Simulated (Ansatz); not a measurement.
# CHClGa+ (singlet): wave-function methods side by side, cc-pVTZ

Aim: climb from Hartree-Fock through coupled cluster for CHClGa+ (singlet) at one geometry and basis, and see what each rung misses.

Method: cc-pVTZ, core rule «outside noble gas», up to 20 orbitals frozen; program: Ansatz 0.2.0, Gaussian basis.

The runs, in order: UHF; CCSD(T) on RHF; CCSD(T) on UHF; BCCD(T) on RHF; CCSDT(Q) on RHF; CCSDT(Q) on UHF.

5 further runs of the same task are left out: 5 set aside as unsound or not needed. Runs told in other sessions of the task aren't counted.

## 1. What is computed

The geometry is a PBE0/def2-TZVP stationary point (not a proven minimum) of the parent state, kept for this charge and spin. No spin-orbit coupling is included. The filled d shell of Ga may be among the frozen orbitals whatever the setting's name suggests.

4 atoms, charge 1, spin multiplicity 1.

Atoms are counted from 1 here; the program's logs count them from 0.

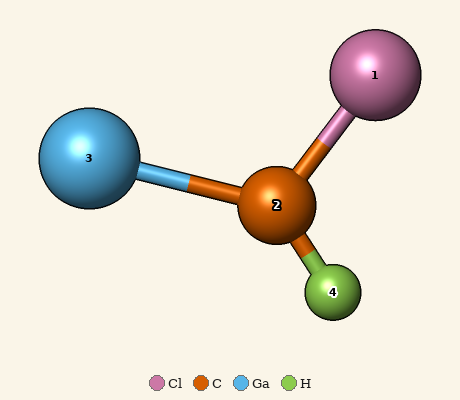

The geometry (chlorine pink, carbon orange, gallium blue, hydrogen green); atoms are numbered from 1 in the order of the file.

As a file:

```xyz
4
charge 1, multiplicity 1
Cl    0.00000   -0.22428    1.99321
C     0.00000    0.87389    0.66200
Ga    0.00000   -0.06401   -1.14234
H     0.00000    1.90319    1.02302
```

In the tables R marks a restricted determinant and U an unrestricted one; energies count from the table's Hartree-Fock row.

## 2. UHF

Input file in.yaml:

```yaml
crystal:
  periodic: [false, false, false]
  atoms:
    - {symbol: Cl, position_ang: [0.000000, -0.224282, 1.993212]}
    - {symbol: C, position_ang: [0.000000, 0.873891, 0.661996]}
    - {symbol: Ga, position_ang: [0.000000, -0.064009, -1.142342]}
    - {symbol: H, position_ang: [0.000000, 1.903187, 1.023017]}
basis:
  gaussian: {orbitals: cc-pVTZ}
total_charge: 1
magnetization: {spin_polarized: true, initial_magnetization: 0}
hamiltonian: {xc: hf}
output: {orbitals: {seedname: orbitals}}
```

Launch:

```bash
$ ansatz run in.yaml --threads 1 --pin off --events-out ev --progress --plain --max-ram 4096MiB --backend cpu
```

The program printed:

```text
Functional definition: HF
  name "HF"
  cite "Fock, Z. Phys. 61, 126 (1930) doi:10.1007/BF01340294"
  parent pbe
  exchange = exact_x
  correlation = 0
1113 factors; their error is unknown
mean field evaluation 1: about -65864.1583 eV, gradient 3.1e1 eV
mean field evaluation 2: about -65861.5441 eV, gradient 4.2e1 eV
mean field evaluation 4: about -65875.1485 eV, gradient 5.5e0 eV
mean field evaluation 8: about -65875.5142 eV, gradient 2.2e-1 eV
mean field evaluation 16: about -65876.6784 eV, gradient 2.1e-5 eV
mean field evaluation 32: about -65875.1729 eV, gradient 6.0e0 eV
mean field evaluation 64: about -65876.5069 eV, gradient 5.7e0 eV
mean field evaluation 96: about -65874.4256 eV, gradient 7.2e0 eV
mean field evaluation 128: about -65876.7062 eV, gradient 1.3e0 eV
mean field evaluation 160: about -65872.1378 eV, gradient 7.4e0 eV
mean field evaluation 192: about -65872.2891 eV, gradient 1.1e1 eV
mean field evaluation 224: about -65872.0028 eV, gradient 4.9e0 eV
mean field evaluation 256: about -65864.1573 eV, gradient 3.1e1 eV
mean field -65876.89875531 eV, -2420.9313762919 hartree, gradient 2.3e-5 eV, S^2 0.681918; 7 other end points of the search recorded, 0 dependent functions left out
reference -65876.89875531 eV, -2420.9313762919 hartree; 27, 27 occupied and 94, 94 virtual orbitals, 1113 factors
Total energy: -65876.89875531 eV, -2420.9313762919 hartree
```

Wall time 25 s (1 thread of AMD EPYC 7R13, shared host); peak memory 0.49 GiB.

From the report: ⟨S²⟩ of the determinant 0.682 (pure singlet: 0.00). The determinant of HF (⟨S²⟩ 0.68) is far from a pure spin state, so its energy mixes those of several spin states; that is harmless only where they are near-degenerate.

The unrestricted solution breaks the spin symmetry, so the restricted determinant is unstable here.

## 3. CCSD(T) on RHF

Changes to in.yaml since step 2:

```diff
@@ -10,4 +10,4 @@
 total_charge: 1
-magnetization: {spin_polarized: true, initial_magnetization: 0}
-hamiltonian: {xc: hf}
-output: {orbitals: {seedname: orbitals}}
+magnetization: {spin_polarized: false}
+correlation: {method: ccsd_t, electrons: outside_noble_gas}
+output: {forces: true}
```

The command is unchanged.

The program printed, cut to the lines that bear on the results:

```text
Functional definition: HF
  name "HF"
  cite "Fock, Z. Phys. 61, 126 (1930) doi:10.1007/BF01340294"
  parent pbe
[...]
742 factors; integrals over basis functions are off by at most 1.1e-3 eV
[...]
mean field -65876.67924812 eV, -2420.9233095516 hartree, gradient 9.5e-6 eV, S^2 0.000000; 4 other end points of the search recorded, 0 dependent functions left out; unrestricted orbitals would lower it
[...]
determinant -65876.67924812 eV, -2420.9233095516 hartree, with singles and doubles -65887.83054271 eV, -2421.3331120689 hartree
determinant -65872.75008258 eV, -2420.7789153813 hartree, with singles and doubles -65884.90898363 eV, -2421.2257467531 hartree
20 core orbitals not correlated: weight in the atoms' cores, before any rotation towards them, 0.539 or more for the frozen orbitals, at most 0.488 for the correlated occupied ones
reference -65876.67924812 eV, -2420.9233095516 hartree; 7, 7 occupied and 94, 94 virtual orbitals, 742 factors
second order -9.98279262 eV of doubles, -0.00000000 eV of singles
cycle   1  -11.01436504 eV  change   -5.3e-1 eV  update   2.4e-2
[...]
cycle  12  -11.04371838 eV  change   -5.7e-8 eV  update   8.7e-7
perturbative correction -0.54230730 eV, -0.0199294258 hartree
[...]
Total energy: -65888.26527380 eV, -2421.3490881420 hartree
Atom 0 at     0.000000    -0.224282     1.993212 Å, force     0.000000     1.412116    -1.531542 eV/Å
Atom 1 at     0.000000     0.873891     0.661996 Å, force    -0.000000    -0.139101     4.022919 eV/Å
Atom 2 at     0.000000    -0.064009    -1.142342 Å, force     0.000000    -1.426421    -2.740666 eV/Å
Atom 3 at     0.000000     1.903187     1.023017 Å, force     0.000000     0.153405     0.249289 eV/Å
Dipole moment:    -0.000000     0.434171     0.392165 e Å
```

It took 28 s on 1 thread of AMD EPYC 7R13, shared host; peak memory 0.63 GiB.

From the report: correlation -11.5860 eV; T1 0.028; largest double amplitude 0.09.

## 4. CCSD(T) on UHF

Changes to in.yaml since step 3:

```diff
@@ -10,3 +10,3 @@
 total_charge: 1
-magnetization: {spin_polarized: false}
+magnetization: {spin_polarized: true, initial_magnetization: 0}
 correlation: {method: ccsd_t, electrons: outside_noble_gas}
```

Launch:

```bash
$ ansatz run in.yaml --threads 2 --pin off --events-out ev --progress --plain --max-ram 24576MiB --backend cuda --devices 0, --max-vram 18GiB
```

The program printed, cut to the lines that bear on the results:

```text
Functional definition: HF
  name "HF"
  cite "Fock, Z. Phys. 61, 126 (1930) doi:10.1007/BF01340294"
  parent pbe
[...]
742 factors; integrals over basis functions are off by at most 1.1e-3 eV
[...]
mean field -65876.89961617 eV, -2420.9314079280 hartree, gradient 2.9e-6 eV, S^2 0.681917; 16 other end points of the search recorded, 0 dependent functions left out
determinant -65876.89961617 eV, -2420.9314079280 hartree, with singles and doubles -65887.73950204 eV, -2421.3297663859 hartree
determinant -65876.74029112 eV, -2420.9255528402 hartree, with singles and doubles -65887.36853034 eV, -2421.3161334275 hartree
determinant -65876.73342160 eV, -2420.9253003902 hartree, with singles and doubles -65887.42215461 eV, -2421.3181040831 hartree
determinant -65873.75965858 eV, -2420.8160166147 hartree, with singles and doubles -65884.42834066 eV, -2421.2080834500 hartree
[...]
20 core orbitals not correlated: weight in the atoms' cores, before any rotation towards them, 0.952 or more for the frozen orbitals, at most 0.050 for the correlated occupied ones
reference -65876.89961617 eV, -2420.9314079280 hartree; 7, 7 occupied and 94, 94 virtual orbitals, 742 factors
second order -9.64259313 eV of doubles, -0.00000000 eV of singles
cycle   1  -10.80033769 eV  change   -2.8e-7 eV  update   6.5e-6
[...]
cycle   8  -10.80033532 eV  change   -5.8e-8 eV  update   2.0e-7
perturbative correction -0.54043180 eV, -0.0198605024 hartree
[...]
Total energy: -65888.24038329 eV, -2421.3481734325 hartree
Atom 0 at     0.000000    -0.224282     1.993212 Å, force    -0.000000     1.438536    -1.589675 eV/Å
Atom 1 at     0.000000     0.873891     0.661996 Å, force     0.000000    -0.233839     3.993174 eV/Å
Atom 2 at     0.000000    -0.064009    -1.142342 Å, force    -0.000000    -1.351264    -2.609921 eV/Å
Atom 3 at     0.000000     1.903187     1.023017 Å, force    -0.000000     0.146567     0.206423 eV/Å
Dipole moment:     0.000000     0.422928     0.342860 e Å
```

Run time: 15 s. Hardware: 1 × H100 (card shared with other runs) with 2 threads of AMD EPYC 7R13, shared host; peak host memory 1.1 GiB.

From the report: ⟨S²⟩ of the determinant 0.682 (pure singlet: 0.00); correlation -11.3408 eV; T1 0.061; largest double amplitude 0.09. The determinant of CCSD(T) (⟨S²⟩ 0.68) is far from a pure spin state, so its energy mixes those of several spin states; high orders of coupled cluster remove much of that, low ones don't.

## 5. BCCD(T) on RHF

Changes to in.yaml since step 4:

```diff
@@ -10,4 +10,3 @@
 total_charge: 1
-magnetization: {spin_polarized: true, initial_magnetization: 0}
-correlation: {method: ccsd_t, electrons: outside_noble_gas}
-output: {forces: true}
+magnetization: {spin_polarized: false}
+correlation: {method: bccd_t, electrons: outside_noble_gas}
```

Launched as before.

The program printed, cut to the lines that bear on the results:

```text
Functional definition: HF
  name "HF"
  cite "Fock, Z. Phys. 61, 126 (1930) doi:10.1007/BF01340294"
  parent pbe
[...]
742 factors; integrals over basis functions are off by at most 1.1e-3 eV
[...]
mean field -65876.67924812 eV, -2420.9233095516 hartree, gradient 9.5e-6 eV, S^2 0.000000; 4 other end points of the search recorded, 0 dependent functions left out; unrestricted orbitals would lower it
[...]
determinant -65876.67924812 eV, -2420.9233095516 hartree, with singles and doubles -65887.83053747 eV, -2421.3331118765 hartree
determinant -65872.75008258 eV, -2420.7789153813 hartree, with singles and doubles -65884.90897922 eV, -2421.2257465911 hartree
20 core orbitals not correlated: weight in the atoms' cores, before any rotation towards them, 0.539 or more for the frozen orbitals, at most 0.488 for the correlated occupied ones
reference -65876.67924812 eV, -2420.9233095516 hartree; 7, 7 occupied and 94, 94 virtual orbitals, 742 factors
second order -9.98279262 eV of doubles, -0.00000000 eV of singles
cycle   1  -10.98417697 eV  change   -5.0e-1 eV  update   2.8e-2
[...]
cycle  10  -11.00558016 eV  change    1.1e-5 eV  update   7.5e-6
perturbative correction -0.58555050 eV, -0.0215185839 hartree
Total energy: -65888.27037878 eV, -2421.3492757463 hartree
```

Wall time 4.2 s (1 × H100 (card shared with other runs) with 2 threads of AMD EPYC 7R13, shared host); peak host memory 0.81 GiB.

From the report: correlation -11.5911 eV; largest double amplitude 0.09.

## 6. CCSDT(Q) on RHF

Changes to in.yaml since step 5:

```diff
@@ -11,2 +11,2 @@
 magnetization: {spin_polarized: false}
-correlation: {method: bccd_t, electrons: outside_noble_gas}
+correlation: {method: ccsdt_q, electrons: outside_noble_gas}
```

The command is unchanged.

The program printed, cut to the lines that bear on the results:

```text
Functional definition: HF
  name "HF"
  cite "Fock, Z. Phys. 61, 126 (1930) doi:10.1007/BF01340294"
  parent pbe
[...]
1504 factors; integrals over basis functions are off by at most 2.4e-7 eV
[...]
mean field -65876.67929556 eV, -2420.9233112947 hartree, gradient 1.9e-6 eV, S^2 0.000000; 4 other end points of the search recorded, 0 dependent functions left out; unrestricted orbitals would lower it
determinant -65876.67929556 eV, -2420.9233112947 hartree, with singles and doubles -65887.83062305 eV, -2421.3331150214 hartree
determinant -65872.75013737 eV, -2420.7789173948 hartree, with singles and doubles -65884.90907260 eV, -2421.2257500227 hartree
20 core orbitals not correlated: weight in the atoms' cores, before any rotation towards them, 0.539 or more for the frozen orbitals, at most 0.488 for the correlated occupied ones
reference -65876.67929556 eV, -2420.9233112947 hartree; 7, 7 occupied and 94, 94 virtual orbitals, 1504 factors
second order -9.98283974 eV of doubles, -0.00000000 eV of singles
cycle   1  -10.53038594 eV  change   -5.5e-1 eV  update   1.3e-1
[...]
cycle  19  -11.62159023 eV  change   -1.4e-6 eV  update   9.1e-7
perturbative correction -0.03765048 eV, -0.0013836296 hartree
Total energy: -65888.33853626 eV, -2421.3517804877 hartree
```

Run time: 14 s. Hardware: 1 × H100 (card shared with other runs) with 2 threads of AMD EPYC 7R13, shared host; peak host memory 0.89 GiB.

From the report: correlation -11.6592 eV; T1 0.030; largest double amplitude 0.10.

## 7. CCSDT(Q) on UHF

Changes to in.yaml since step 6:

```diff
@@ -10,3 +10,3 @@
 total_charge: 1
-magnetization: {spin_polarized: false}
+magnetization: {spin_polarized: true, initial_magnetization: 0}
 correlation: {method: ccsdt_q, electrons: outside_noble_gas}
```

Launched as before.

The program printed, cut to the lines that bear on the results:

```text
Functional definition: HF
  name "HF"
  cite "Fock, Z. Phys. 61, 126 (1930) doi:10.1007/BF01340294"
  parent pbe
[...]
1504 factors; integrals over basis functions are off by at most 2.4e-7 eV
[...]
mean field -65876.89966887 eV, -2420.9314098646 hartree, gradient 2.6e-6 eV, S^2 0.681922; 16 other end points of the search recorded, 0 dependent functions left out
determinant -65876.89966887 eV, -2420.9314098646 hartree, with singles and doubles -65887.73958293 eV, -2421.3297693586 hartree
determinant -65876.74034785 eV, -2420.9255549252 hartree, with singles and doubles -65887.36860986 eV, -2421.3161363499 hartree
determinant -65876.73347788 eV, -2420.9253024583 hartree, with singles and doubles -65887.42223643 eV, -2421.3181070899 hartree
determinant -65873.75972108 eV, -2420.8160189117 hartree, with singles and doubles -65884.42847158 eV, -2421.2080882609 hartree
[...]
determinant -65876.74034785 eV, -2420.9255549252 hartree, with singles and doubles -65887.30669187 eV, -2421.3138609058 hartree
determinant -65876.73347788 eV, -2420.9253024583 hartree, with singles and doubles -65887.27742171 eV, -2421.3127852472 hartree
determinant -65876.67929556 eV, -2420.9233112947 hartree, with singles and doubles -65887.82613243 eV, -2421.3329499942 hartree
20 core orbitals not correlated: weight in the atoms' cores, before any rotation towards them, 0.952 or more for the frozen orbitals, at most 0.050 for the correlated occupied ones
reference -65876.89966887 eV, -2420.9314098646 hartree; 7, 7 occupied and 94, 94 virtual orbitals, 1504 factors
second order -9.64262768 eV of doubles, -0.00000000 eV of singles
cycle   1  -10.19238145 eV  change   -5.5e-1 eV  update   1.3e-1
[...]
cycle  33  -11.39214769 eV  change    6.9e-7 eV  update   6.4e-7
perturbative correction -0.04366689 eV, -0.0016047285 hartree
Total energy: -65888.33548345 eV, -2421.3516682988 hartree
```

Run time: 66 s. Hardware: 1 × H100 (card shared with other runs) with 2 threads of AMD EPYC 7R13, shared host; peak host memory 1.4 GiB.

From the report: ⟨S²⟩ of the determinant 0.682 (pure singlet: 0.00); correlation -11.4358 eV; T1 0.091; largest double amplitude 0.11. The determinant of CCSDT(Q) (⟨S²⟩ 0.68) is far from a pure spin state, so its energy mixes those of several spin states; high orders of coupled cluster remove much of that, low ones don't.

## 8. Misses and costs

The yardstick is RCCSDT(Q), where the cluster series has nearly closed. Rows without a time are mean-field rows or come out of runs for another level: lower rungs of the coupled-cluster runs, or the Hartree-Fock search. The times of RCCSD(T), UCCSD(T) include forces.

| method | energy from the lowest RHF (kcal/mol) | from RCCSDT(Q) (kcal/mol) | time |
| --- | --- | --- | --- |
| RHF | 0.00 | +268.87 |  |
| UHF | -5.08 | +263.79 |  |
| RMP2 | -230.21 | +38.66 |  |
| UMP2 | -227.45 | +41.42 |  |
| RCCSD | -254.67 | +14.20 |  |
| UCCSD | -254.14 | +14.73 |  |
| RCCSD(T) | -267.18 | +1.69 | 28 s |
| UCCSD(T) | -266.61 | +2.26 | 15 s (GPU) |
| BCCD(T) | -267.30 | +1.57 | 4.2 s (GPU) |
| RCCSDT | -268.00 | +0.87 |  |
| UCCSDT | -267.79 | +1.08 |  |
| RCCSDT(Q) | -268.87 | 0 | 14 s (GPU) |
| UCCSDT(Q) | -268.80 | +0.07 | 66 s (GPU) |

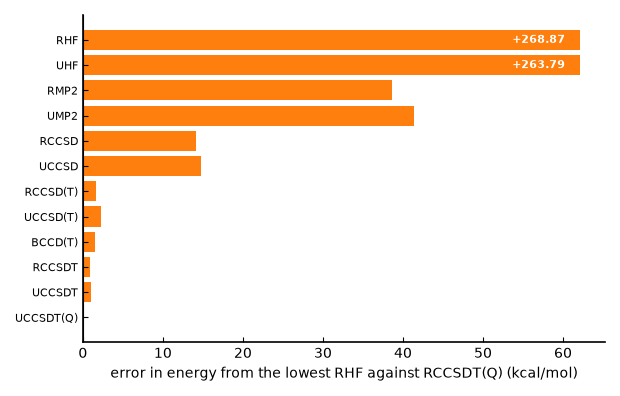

Deviations from RCCSDT(Q), method by method. Bars with a number in them are cut short.

Some runs used a GPU and others CPU threads alone; cost is compared among the GPU runs only.

## 9. Outcome

```
                         quantity              value
    RCCSDT(Q) from the RHF energy        -11.6593 eV
              RMP2 from RCCSDT(Q)    +38.66 kcal/mol
              UMP2 from RCCSDT(Q)    +41.42 kcal/mol
             RCCSD from RCCSDT(Q)    +14.20 kcal/mol
          RCCSD(T) from RCCSDT(Q)     +1.69 kcal/mol
          UCCSD(T) from RCCSDT(Q)     +2.26 kcal/mol
         UCCSDT(Q) from RCCSDT(Q)     +0.07 kcal/mol
levels within 1 kcal/mol (43 meV)  RCCSDT, UCCSDT(Q)
                    T1 diagnostic              0.028
```

RCCSD(T) misses by +1.69 kcal/mol, 0.6 % of the correlation energy. CCSD(T) misses by +1.69 kcal/mol on the restricted determinant and by +2.26 kcal/mol on the unrestricted one; the two need not hold the same state or core. These misses are within one basis, not against nature.
